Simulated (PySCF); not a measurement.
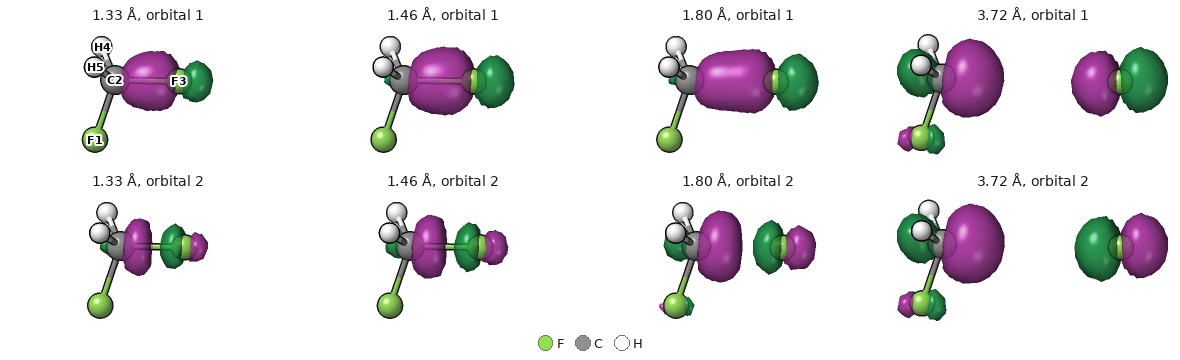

*CH$_{2}$F$_{2}$, SMILES `FCF`. Rigid stretch of the C2–F3 bond. The two CASSCF(2,2) natural orbitals nearest half filling (orbital 1 the more occupied).*

PySCF calculation, def2-SVPD basis, gas phase; geometry: GFN2-xTB. No frequency check shows the geometry to be a minimum.

Q: How do the occupations change along the stretch?

A: 1.33 Å: 1.98 and 0.02; 1.46 Å: 1.97 and 0.03; 1.80 Å: 1.91 and 0.09; 3.72 Å: 1.07 and 0.93. At the longest distance computed (3.72 Å) they are 1.07 and 0.93, and the effective number of unpaired electrons is 2.0.

Q: Where does the UHF solution part from RHF?

A: Between 1.80 Å (⟨S²⟩ = 0, the two coincide) and 2.06 Å (⟨S²⟩ = 0.63); at 3.72 Å ⟨S²⟩ is 1.01 and UHF lies 4.7 eV below RHF.

Q: How much energy does the stretch cost?

A: By CASSCF, 4.5 eV from the lowest point of the scan (1.33 Å) to 3.72 Å; RHF gives 8.4 eV from its own lowest point. The fragments aren't relaxed and dynamic correlation is missing, so this isn't a bond dissociation energy.
